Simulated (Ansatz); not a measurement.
# Geometry relaxation, with input and output: CH7BFNOSi (part 1 of 2)

System: CH7BFNOSi, SMILES NBOC[SiH2]F.
Method: RKS revPBE/6-31G (Ansatz 0.2.0).

It belongs to a series of runs on one base structure; here: end point B relaxed. Figures and captions count atoms from 1; the log counts them from 0 in places.

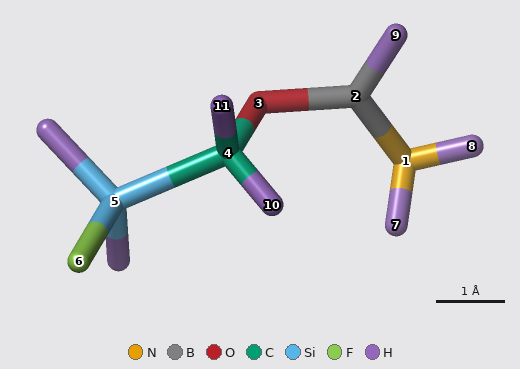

Figure 1. The input geometry (stick view, seen at a tilt; atoms are numbered from 1 in the order of the input).

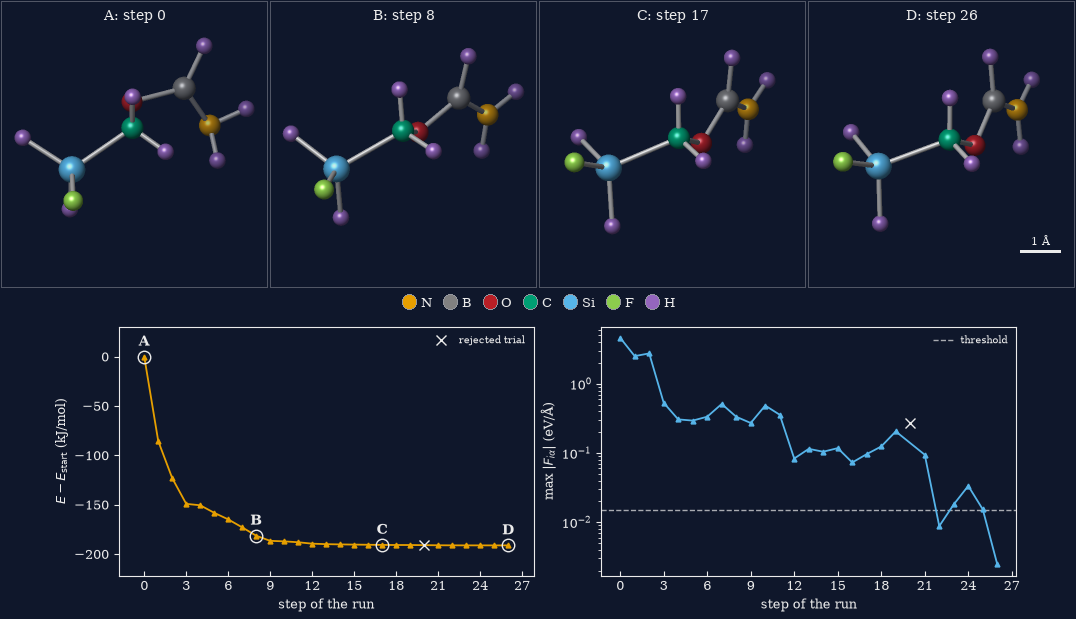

Figure 2. Frames of the relaxation (ball-and-stick view, seen at a tilt) above the curves, on which the letters mark them (the first geometry is step 0 here and step 1 in the log).

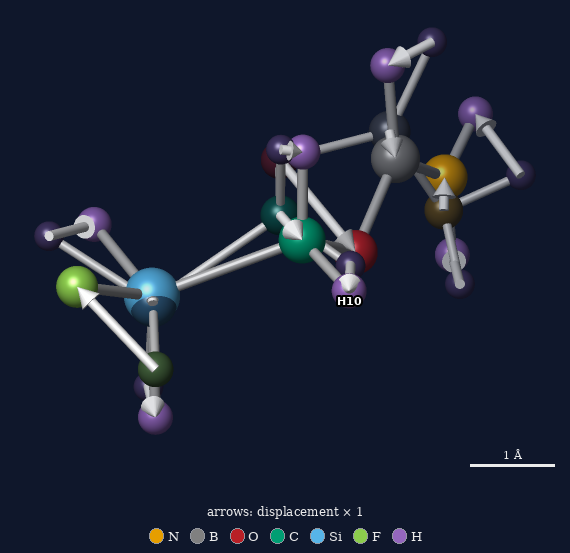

Figure 3. Start (faint) and end (solid) with the displacements as white arrows, at true length (ball-and-stick view, seen at a tilt). The two geometries are laid on each other by the best rigid fit. The energy falls by 191.1 kJ/mol in 26 geometry steps. The largest force component goes from 4.6 to 0.0025 eV/Å. The line search rejected the trial step at point 20 (counted from 0) and went back. The atom that moves furthest after the best rigid fit is O3 (1.47 Å). By element the largest moves are O 1.47 Å, F 1.37 Å, H 1.14 Å, C 0.59 Å, N 0.40 Å, B 0.36 Å. Among the contacts that change: N1–B2 1.540 → 1.414 Å, O3–C4 1.377 → 1.474 Å, C4–H11 1.182 → 1.106 Å, Si5–H13 1.439 → 1.513 Å. Among the angles that change: B2–N1–H7 103.2° → 122.5°, B2–N1–H8 103.7° → 122.2°, H7–N1–H8 105.0° → 115.2°. (Atoms are counted from 1 in the order of the input.)

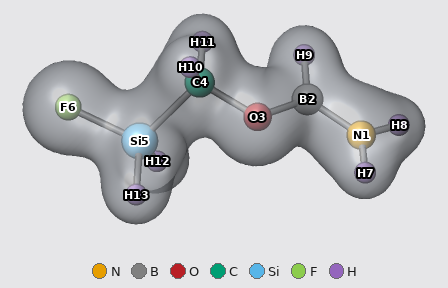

Figure 4. Isosurface of the electron density at 0.2 e/Å³ (grey), seen face on. At this value the surface is in one piece. On the grid the lowest density along these lines, outside the cores, is 1.3 e/Å³ (B–N, 1.41 Å), 1.1 e/Å³ (B–O, 1.41 Å), 1.4 e/Å³ (C–O, 1.47 Å) and 0.6 e/Å³ (Si–F, 1.73 Å).

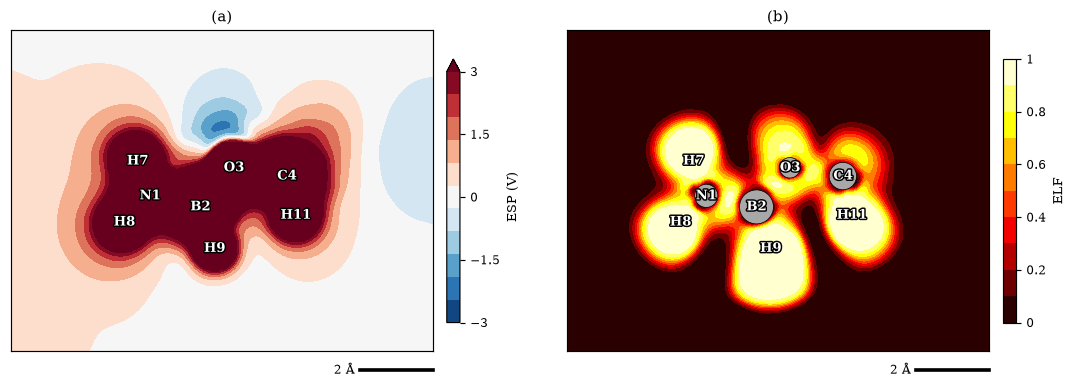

Figure 5. (a) molecular electrostatic potential; (b) ELF on the plane of atoms N1, B2 and H9. Grey discs, where drawn, cover atomic cores. Atoms in the plane: N, B, O, C and H. B–O (1.41 Å): the ELF peaks at about 0.90 between the atoms (a shared but strongly polarised pair). N–H (1.02 Å): the ELF climbs to about 1 towards the hydrogen, as it does in any bond to H; a covalent bond by its length.

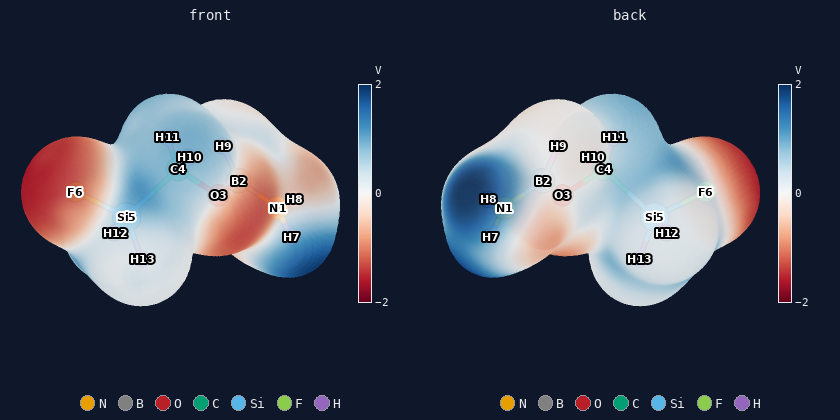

Figure 6. The electrostatic potential painted on the density surface at 0.002 e/bohr³, seen at a tilt and from behind; the colour scale runs from red (negative) to blue (positive).

The input that produced these results follows, with the program's output.

**Input file**
```yaml
crystal:
  periodic: [false, false, false]
  atoms:
    - { symbol: "N", position_ang: [-0.532, -2.62, 0.4524] }
    - { symbol: B, position_ang: [-0.0709, -1.2174, 0.8889] }
    - { symbol: O, position_ang: [1.0101, -0.565, 0.1509] }
    - { symbol: C, position_ang: [0.6105, 0.3137, -0.8305] }
    - { symbol: Si, position_ang: [1.88801, 0.49127, -2.18077] }
    - { symbol: F, position_ang: [1.37689, 1.58113, -3.36557] }
    - { symbol: H, position_ang: [-0.9669, -2.4464, -0.5063] }
    - { symbol: H, position_ang: [-1.3256, -2.82, 1.073] }
    - { symbol: H, position_ang: [-0.5133, -0.6816, 1.8961] }
    - { symbol: H, position_ang: [-0.29495, 0.04124, -1.26483] }
    - { symbol: H, position_ang: [0.46536, 1.38932, -0.36281] }
    - { symbol: H, position_ang: [3.20147, 0.92134, -1.64181] }
    - { symbol: H, position_ang: [2.0927, -0.78657, -2.81009] }
basis:
  gaussian: { orbitals: "6-31G" }
hamiltonian:
  xc: revpbe
relax:
  f_tol: 0.015
  max_steps: 40
output:
  orbitals: {}
```

Launch command:
```bash
ansatz run input.yaml --threads 1 --pin off --max-ram 2048MiB --backend cpu --events-out ev --progress --plain --runs-dir out
```

**Log**
```
The last accepted step is kept in [file] (removed where the run ends without a failure and the disk answers)
Engine: ansatz 0.2.0, x86_64-unknown-linux-gnu
Functional definition: revPBE
  parameter kappa = 1.245
  parameter beta = 0.06672455060314922
  exchange = pbe_x(kappa = kappa, mu = beta*pi^2/3)
  correlation = pbe_c(beta = beta)
985 factors; integrals over basis functions are off by at most 2.1e-4 eV
mean field evaluation 1: about -15941.6084 eV, gradient 7.3e1 eV
mean field evaluation 2: about -15900.2192 eV, gradient 1.5e2 eV
mean field evaluation 4: about -15952.1832 eV, gradient 1.1e1 eV
mean field evaluation 8: about -15952.4925 eV, gradient 3.5e-1 eV
mean field evaluation 16: about -15952.4799 eV, gradient 3.4e-5 eV
mean field -15952.47992223 eV, -586.2428241628 hartree, gradient 3.4e-5 eV, S^2 0.000000; 0 other end points of the search recorded, 0 dependent functions left out
the calculation of the forces begins
reference -15952.47996999 eV, -586.2428259180 hartree; 28, 28 occupied and 44, 44 virtual orbitals, 985 factors
relax step   1: F+E_penalty+E_count = -15952.47992223 eV  Δ(F+E_penalty+E_count) = +0.000e0 eV  max|allowed force component| = 4.627e0 eV/Å  Δτ_max = 0.0000 Å  (27 SCF iters, accepted)
these checks for a lower state are left out or cut short: starts, cluster_reference, orbital_swaps, neighbouring_geometries, increment
985 factors; integrals over basis functions are off by at most 2.1e-4 eV
mean field -15953.36589832 eV, -586.2753831834 hartree, gradient 2.0e-5 eV, S^2 0.000000; 0 other end points of the search recorded, 0 dependent functions left out
[... from here on the field's lines of each further geometry are left out, up to the last ...]
relax step   2: F+E_penalty+E_count = -15953.36589832 eV  Δ(F+E_penalty+E_count) = -8.860e-1 eV  max|allowed force component| = 2.517e0 eV/Å  Δτ_max = 0.1946 Å  (28 SCF iters, accepted)
relax step   3: F+E_penalty+E_count = -15953.75524550 eV  Δ(F+E_penalty+E_count) = -3.893e-1 eV  max|allowed force component| = 2.754e0 eV/Å  Δτ_max = 0.1945 Å  (28 SCF iters, accepted)
relax step   4: F+E_penalty+E_count = -15954.02485245 eV  Δ(F+E_penalty+E_count) = -2.696e-1 eV  max|allowed force component| = 5.318e-1 eV/Å  Δτ_max = 0.2000 Å  (27 SCF iters, accepted)
relax step   5: F+E_penalty+E_count = -15954.03984709 eV  Δ(F+E_penalty+E_count) = -1.499e-2 eV  max|allowed force component| = 3.063e-1 eV/Å  Δτ_max = 0.2000 Å  (28 SCF iters, accepted)
relax step   6: F+E_penalty+E_count = -15954.11884510 eV  Δ(F+E_penalty+E_count) = -7.900e-2 eV  max|allowed force component| = 2.944e-1 eV/Å  Δτ_max = 0.1997 Å  (28 SCF iters, accepted)
relax step   7: F+E_penalty+E_count = -15954.18791030 eV  Δ(F+E_penalty+E_count) = -6.907e-2 eV  max|allowed force component| = 3.348e-1 eV/Å  Δτ_max = 0.1383 Å  (28 SCF iters, accepted)
relax step   8: F+E_penalty+E_count = -15954.27163560 eV  Δ(F+E_penalty+E_count) = -8.373e-2 eV  max|allowed force component| = 5.120e-1 eV/Å  Δτ_max = 0.1949 Å  (28 SCF iters, accepted)
relax step   9: F+E_penalty+E_count = -15954.35942982 eV  Δ(F+E_penalty+E_count) = -8.779e-2 eV  max|allowed force component| = 3.345e-1 eV/Å  Δτ_max = 0.2000 Å  (28 SCF iters, accepted)
relax step  10: F+E_penalty+E_count = -15954.41319988 eV  Δ(F+E_penalty+E_count) = -5.377e-2 eV  max|allowed force component| = 2.717e-1 eV/Å  Δτ_max = 0.1996 Å  (28 SCF iters, accepted)
relax step  11: F+E_penalty+E_count = -15954.41851671 eV  Δ(F+E_penalty+E_count) = -5.317e-3 eV  max|allowed force component| = 4.855e-1 eV/Å  Δτ_max = 0.1988 Å  (28 SCF iters, accepted)
relax step  12: F+E_penalty+E_count = -15954.42804545 eV  Δ(F+E_penalty+E_count) = -9.529e-3 eV  max|allowed force component| = 3.576e-1 eV/Å  Δτ_max = 0.0706 Å  (28 SCF iters, accepted)
relax step  13: F+E_penalty+E_count = -15954.44282740 eV  Δ(F+E_penalty+E_count) = -1.478e-2 eV  max|allowed force component| = 8.321e-2 eV/Å  Δτ_max = 0.1409 Å  (27 SCF iters, accepted)
relax step  14: F+E_penalty+E_count = -15954.44797198 eV  Δ(F+E_penalty+E_count) = -5.145e-3 eV  max|allowed force component| = 1.149e-1 eV/Å  Δτ_max = 0.0710 Å  (27 SCF iters, accepted)
relax step  15: F+E_penalty+E_count = -15954.45053206 eV  Δ(F+E_penalty+E_count) = -2.560e-3 eV  max|allowed force component| = 1.045e-1 eV/Å  Δτ_max = 0.0732 Å  (28 SCF iters, accepted)
relax step  16: F+E_penalty+E_count = -15954.45256861 eV  Δ(F+E_penalty+E_count) = -2.037e-3 eV  max|allowed force component| = 1.177e-1 eV/Å  Δτ_max = 0.0623 Å  (28 SCF iters, accepted)
relax step  17: F+E_penalty+E_count = -15954.45426727 eV  Δ(F+E_penalty+E_count) = -1.699e-3 eV  max|allowed force component| = 7.301e-2 eV/Å  Δτ_max = 0.0447 Å  (28 SCF iters, accepted)
relax step  18: F+E_penalty+E_count = -15954.45613631 eV  Δ(F+E_penalty+E_count) = -1.869e-3 eV  max|allowed force component| = 9.647e-2 eV/Å  Δτ_max = 0.0895 Å  (28 SCF iters, accepted)
relax step  19: F+E_penalty+E_count = -15954.45687791 eV  Δ(F+E_penalty+E_count) = -7.416e-4 eV  max|allowed force component| = 1.244e-1 eV/Å  Δτ_max = 0.0644 Å  (28 SCF iters, accepted)
relax step  20: F+E_penalty+E_count = -15954.45707831 eV  Δ(F+E_penalty+E_count) = -2.004e-4 eV  max|allowed force component| = 2.055e-1 eV/Å  Δτ_max = 0.0905 Å  (28 SCF iters, accepted)
relax step  21: F+E_penalty+E_count = -15954.45689770 eV  Δ(F+E_penalty+E_count) = +1.806e-4 eV  max|allowed force component| = 2.749e-1 eV/Å  Δτ_max = 0.0329 Å  (28 SCF iters, rejected (line search))
relax step  22: F+E_penalty+E_count = -15954.45966085 eV  Δ(F+E_penalty+E_count) = -2.583e-3 eV  max|allowed force component| = 9.443e-2 eV/Å  Δτ_max = 0.0155 Å  (29 SCF iters, accepted)
relax step  23: F+E_penalty+E_count = -15954.46046774 eV  Δ(F+E_penalty+E_count) = -8.069e-4 eV  max|allowed force component| = 8.786e-3 eV/Å  Δτ_max = 0.0300 Å  (28 SCF iters, accepted)
relax step  24: F+E_penalty+E_count = -15954.46070616 eV  Δ(F+E_penalty+E_count) = -2.384e-4 eV  max|allowed force component| = 1.808e-2 eV/Å  Δτ_max = 0.0351 Å  (29 SCF iters, accepted)
relax step  25: F+E_penalty+E_count = -15954.46084407 eV  Δ(F+E_penalty+E_count) = -1.379e-4 eV  max|allowed force component| = 3.350e-2 eV/Å  Δτ_max = 0.0544 Å  (28 SCF iters, accepted)
relax step  26: F+E_penalty+E_count = -15954.46086566 eV  Δ(F+E_penalty+E_count) = -2.159e-5 eV  max|allowed force component| = 1.534e-2 eV/Å  Δτ_max = 0.0040 Å  (19 SCF iters, accepted)
the calculation of the forces begins
reference -15954.46093948 eV, -586.3156252039 hartree; 28, 28 occupied and 44, 44 virtual orbitals, 985 factors
relax step  27: F+E_penalty+E_count = -15954.46089081 eV  Δ(F+E_penalty+E_count) = -2.515e-5 eV  max|allowed force component| = 2.467e-3 eV/Å  Δτ_max = 0.0047 Å  (22 SCF iters, accepted)
985 factors; integrals over basis functions are off by at most 2.3e-4 eV
mean field -15954.46089081 eV, -586.3156234153 hartree, gradient 9.7e-6 eV, S^2 0.000000; 1 other end points of the search recorded, 0 dependent functions left out
the calculation of the forces begins
reference -15954.46093948 eV, -586.3156252039 hartree; 28, 28 occupied and 44, 44 virtual orbitals, 985 factors
Total energy: -15954.46093948 eV, -586.3156252039 hartree
Atom 0 at    -0.442029    -2.568087     0.859783 Å, force     0.000474     0.000928    -0.001301 eV/Å
Atom 1 at    -0.215859    -1.206752     0.553564 Å, force    -0.000492    -0.000998    -0.000316 eV/Å
Atom 2 at    -0.061480    -0.846867    -0.805191 Å, force    -0.001746    -0.000333     0.000679 eV/Å
Atom 3 at     0.190106     0.547807    -1.211034 Å, force     0.001959    -0.000241     0.000274 eV/Å
Atom 4 at     1.923520     0.485509    -2.070956 Å, force    -0.000689     0.002467    -0.000848 eV/Å
Atom 5 at     2.373274     2.067122    -2.608289 Å, force     0.000437    -0.001339     0.000447 eV/Å
Atom 6 at    -0.498291    -3.288626     0.142708 Å, force    -0.000137     0.000242    -0.000154 eV/Å
Atom 7 at    -0.567912    -2.894884     1.812569 Å, force     0.000205     0.000165     0.001030 eV/Å
Atom 8 at    -0.157851    -0.372813     1.424291 Å, force     0.000183     0.000556    -0.001067 eV/Å
Atom 9 at    -0.606228     0.856118    -1.909416 Å, force     0.000040    -0.001227     0.001489 eV/Å
Atom 10 at     0.179344     1.231236    -0.341732 Å, force    -0.000953    -0.000095    -0.000539 eV/Å
Atom 11 at     2.953156     0.012780    -1.067367 Å, force     0.000767    -0.000338     0.000307 eV/Å
Atom 12 at     1.871631    -0.421514    -3.280309 Å, force    -0.000047     0.000214     0.000001 eV/Å
Dipole moment:    -0.264942    -0.497442     0.336637 e Å
```

**Trajectory as extended XYZ (Å, eV, eV/Å), 27 frames, from step=1 to step=27**
```
13
Properties=species:S:1:pos:R:3:forces:R:3 step=1 energy=-15952.47992
N    -0.5320   -2.6200    0.4524   -0.8554   3.6918  -0.3276
B    -0.0709   -1.2174    0.8889    1.1129  -1.6208  -0.0994
O     1.0101   -0.5650    0.1509   -0.4191  -2.7522   2.3493
C     0.6105    0.3137   -0.8305    0.4072   4.6269   0.3599
Si    1.8880    0.4913   -2.1808    1.0911  -0.0004   0.2378
F     1.3769    1.5811   -3.3656   -0.4288   0.7311  -0.5857
H    -0.9669   -2.4464   -0.5063    0.9677  -1.0505   0.5016
H    -1.3256   -2.8200    1.0730   -0.1484  -0.6638   0.1829
H    -0.5133   -0.6816    1.8961    0.2154  -0.2290  -0.2210
H    -0.2949    0.0412   -1.2648   -2.3336  -0.4223  -1.1646
H     0.4654    1.3893   -0.3628   -0.1011  -1.3286  -0.7565
H     3.2015    0.9213   -1.6418    0.3871   0.3469   0.2569
H     2.0927   -0.7866   -2.8101    0.1049  -1.3290  -0.7336
13
Properties=species:S:1:pos:R:3:forces:R:3 step=2 energy=-15953.36590
N    -0.5885   -2.5564    0.5108   -0.9476   2.5169  -1.1797
B    -0.0170   -1.2462    0.9556   -0.1459  -1.1825  -0.8762
O     0.9821   -0.6040    0.1293   -0.3419  -1.1907   0.9921
C     0.5804    0.3667   -0.8370   -0.1349   1.9078   0.0146
Si    1.9189    0.4737   -2.1905    0.5279  -0.1217   0.2973
F     1.3860    1.6022   -3.3527   -0.2076   0.4141  -0.4038
H    -0.8193   -2.5650   -0.5513    0.9259  -0.5815   1.8868
H    -1.4437   -2.7998    1.0455    0.4796  -0.2843  -0.1704
H    -0.4351   -0.6949    1.9504    0.2845  -0.2350   0.1232
H    -0.3667    0.1182   -1.3096   -0.6855  -0.1970  -0.3121
H     0.4337    1.3965   -0.3750    0.0947  -0.6925  -0.2182
H     3.2238    0.9544   -1.6168    0.1198   0.0551   0.0545
H     2.0869   -0.8444   -2.8601    0.0310  -0.4086  -0.2081
13
Properties=species:S:1:pos:R:3:forces:R:3 step=3 energy=-15953.75525
N    -0.6564   -2.4560    0.5394   -1.3990  -0.1802  -2.4825
B    -0.0644   -1.2274    0.9419    0.2504  -0.2661   0.2496
O     0.9285   -0.6361    0.0993   -0.1024   0.0203  -0.0441
C     0.5576    0.4185   -0.8491   -0.2755  -0.1139  -0.4062
Si    1.9463    0.4736   -2.1956   -0.0215  -0.1169   0.1943
F     1.4026    1.6206   -3.3609    0.0153   0.1237  -0.1712
H    -0.6886   -2.7086   -0.5395    0.4177   0.3291   2.7544
H    -1.4932   -2.8171    1.0408    0.7817   0.0582  -0.2465
H    -0.3468   -0.7408    2.0205    0.0678  -0.0905  -0.1512
H    -0.4167    0.1880   -1.3452    0.1982   0.0392   0.0577
H     0.4342    1.3983   -0.3623    0.0666   0.1569   0.2007
H     3.2541    0.9640   -1.6090   -0.0091  -0.0577  -0.0368
H     2.0842   -0.8761   -2.8818    0.0098   0.0979   0.0818
13
Properties=species:S:1:pos:R:3:forces:R:3 step=4 energy=-15954.02485
N    -0.7945   -2.3805    0.5309   -0.5318  -0.5126   0.4766
B    -0.0634   -1.2323    0.9277   -0.1898  -0.3518  -0.3297
O     0.8734   -0.6701    0.0019   -0.0845   0.0574  -0.0173
C     0.5179    0.4200   -0.9146   -0.0558   0.1837  -0.0762
Si    1.9645    0.5217   -2.1999    0.0134  -0.0498  -0.0146
F     1.5402    1.7090   -3.3885    0.0144  -0.0312   0.0691
H    -0.7882   -2.8069   -0.3967    0.3271   0.1653  -0.0373
H    -1.3992   -2.9087    1.1819    0.3200   0.4902  -0.2272
H    -0.2569   -0.7916    2.0336    0.1714   0.0968   0.0239
H    -0.4371    0.2126   -1.4433    0.0570   0.0028   0.0586
H     0.3994    1.3839   -0.3784   -0.0008  -0.0587   0.0273
H     3.2602    0.9509   -1.5462   -0.0246   0.0004   0.0196
H     2.1251   -0.8069   -2.9097   -0.0160   0.0076   0.0273
13
Properties=species:S:1:pos:R:3:forces:R:3 step=5 energy=-15954.03985
N    -0.8305   -2.3961    0.5565    0.0617  -0.0921   0.0724
B    -0.0733   -1.2581    0.8953    0.1256   0.2623   0.0827
O     0.8367   -0.7211   -0.0731    0.0584  -0.1699  -0.0621
C     0.4968    0.4172   -0.9382   -0.0059   0.0755   0.0395
Si    1.9679    0.5363   -2.2013   -0.1849  -0.0635   0.1271
F     1.5623    1.7477   -3.3678    0.0373   0.0027  -0.0049
H    -0.6317   -2.8962   -0.3100   -0.3063  -0.0391  -0.0349
H    -1.5289   -2.8038    1.1804    0.2517  -0.0836  -0.1323
H    -0.1518   -0.7809    2.0026   -0.1410   0.1250  -0.0580
H    -0.4655    0.2403   -1.4619    0.0713   0.0278  -0.0333
H     0.3913    1.3549   -0.3551    0.0174  -0.0426   0.0167
H     3.2494    0.9485   -1.5123   -0.0028   0.0006   0.0095
H     2.1185   -0.7876   -2.9163    0.0173  -0.0031  -0.0224
13
Properties=species:S:1:pos:R:3:forces:R:3 step=6 energy=-15954.11885
N    -0.7938   -2.4679    0.5944    0.0630   0.0078   0.0474
B    -0.1207   -1.2539    0.8367    0.1610   0.2020   0.0776
O     0.7884   -0.7574   -0.1499   -0.1031  -0.2944  -0.2550
C     0.5045    0.4568   -0.9311   -0.0133   0.1530   0.1783
Si    1.9612    0.5384   -2.2072   -0.0194   0.0505   0.1121
F     1.6117    1.7706   -3.3712    0.0052  -0.0217   0.0158
H    -0.6292   -3.0032   -0.2575   -0.1217  -0.0420   0.0137
H    -1.4462   -2.8719    1.2642    0.1299  -0.0824  -0.0551
H    -0.2668   -0.6698    1.8830   -0.1687   0.0915  -0.0275
H    -0.4737    0.3765   -1.4482    0.0640   0.0058   0.0091
H     0.4676    1.3526   -0.2743    0.0292  -0.0485  -0.1027
H     3.2507    0.9125   -1.5090    0.0043  -0.0168   0.0006
H     2.0878   -0.7822   -2.9312   -0.0305  -0.0048  -0.0143
```
